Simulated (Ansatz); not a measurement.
## Electronic structure of Ga7P7 (Ga7P7 zinc blende off disc) in real space

Input

```
crystal:
  periodic: [false, false, false]
  atoms:
    - {symbol: Ga, position_ang: [-3.067194, 0.897889, 0.071090]}
    - {symbol: Ga, position_ang: [0.800973, -2.837306, 0.103479]}
    - {symbol: Ga, position_ang: [-1.573668, -1.281073, -0.840699]}
    - {symbol: Ga, position_ang: [0.679420, -0.682380, 2.973899]}
    - {symbol: Ga, position_ang: [1.287237, 1.570806, -0.832573]}
    - {symbol: Ga, position_ang: [-0.882058, 3.074016, 0.086334]}
    - {symbol: Ga, position_ang: [2.830639, -0.815008, 0.101676]}
    - {symbol: P, position_ang: [-3.670195, -0.534570, -1.457944]}
    - {symbol: P, position_ang: [-1.695143, 1.694065, 1.762380]}
    - {symbol: P, position_ang: [-0.645530, -3.272429, -1.469009]}
    - {symbol: P, position_ang: [2.356679, -2.367375, 1.695716]}
    - {symbol: P, position_ang: [0.558173, 3.677534, -1.435153]}
    - {symbol: P, position_ang: [3.269042, 0.629575, -1.471672]}
    - {symbol: P, position_ang: [-0.248364, 0.246255, 0.712475]}
basis:
  gaussian: {orbitals: def2-TZVP, fitting: {mean_field: def2-universal-jkfit}, initial_orbitals: start.molden}
hamiltonian: {xc: pbe0, dispersion: d4}
scf: {omitted_lower_state_checks: [starts]}
output: {forces: true, orbitals: {seedname: orbitals}}
```

Launched as:

```sh
ansatz run in.yaml --threads 2 --pin off --events-out ev --progress --plain --max-ram 22528MiB --backend cuda --devices 0, --max-vram 18GiB
```

Geometry: PBE-D4/def2-SVP; not at a stationary point (largest force 0.7 eV/Å).

All numbers below come from RKS PBE0-D4/def2-TZVP (Ansatz 0.2.0).

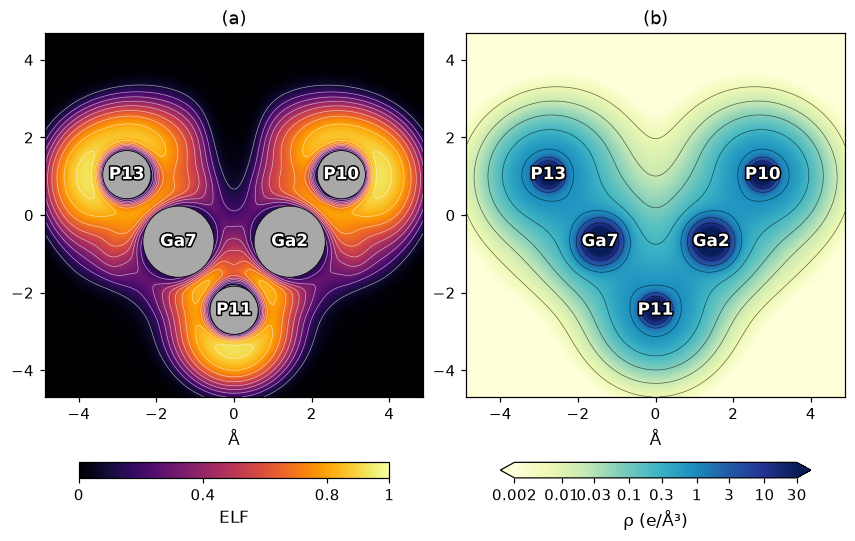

Figure 1. (a) electron localisation function; (b) total electron density on the plane of atoms Ga2, P11 and Ga7. Grey discs cover the atomic cores in the ELF map.

**What do the fields say about this system?**

The section cuts through Ga and P sites. Ga–P (2.18 Å): ρ at the midpoint is about 0.67 e/Å³; the ELF peaks at about 0.75 in the valence shell of P, 1.0 Å from its nucleus, and is about 0.70 at the midpoint. Ga–P (2.27 Å): ρ is about 0.6 e/Å³ halfway; the ELF peaks at about 0.80 in the valence shell of P, 1.0 Å from its nucleus, and is about 0.70 at the midpoint. The ELF also peaks beside P11, P13 and P10, away from the bonds: lone-pair regions.

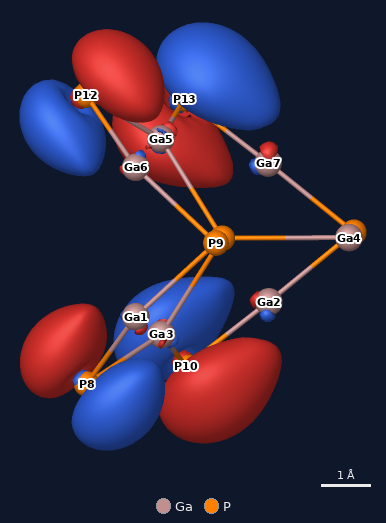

Figure 2. The HOMO at ±0.08 Å⁻³ᐟ² (red and blue are the two phases), seen at an oblique angle.

**Describe this orbital and give its energy.**

By Hirshfeld shares it lies mainly on P13 (about 25 %), P10 (about 25 %), P8 (about 15 %) and P12 (about 15 %); largely a combination of lone pairs on P13, P10, P8 and P12. Its energy is −5.99 eV.

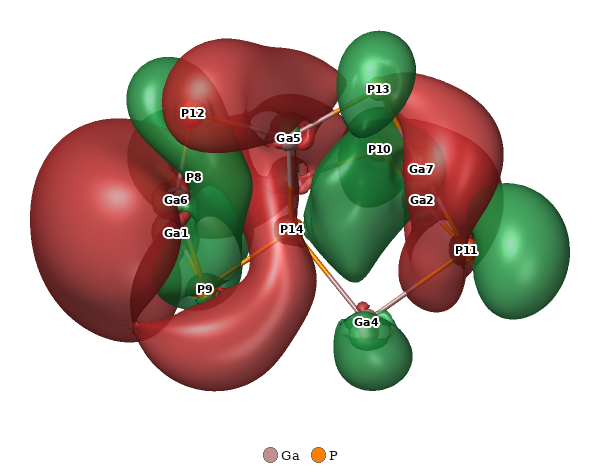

Figure 3. The LUMO at ±0.03 Å⁻³ᐟ² (green and red are the two phases), seen from one side.

**Where does this orbital lie, and at what energy?**

By Hirshfeld shares it lies mainly on Ga1 (about 20 %), Ga6 (about 20 %), P9 (about 15 %), P14 (about 5 %), P11 (about 5 %), P12 (about 5 %) and P8 (about 5 %). Its energy is −2.96 eV.
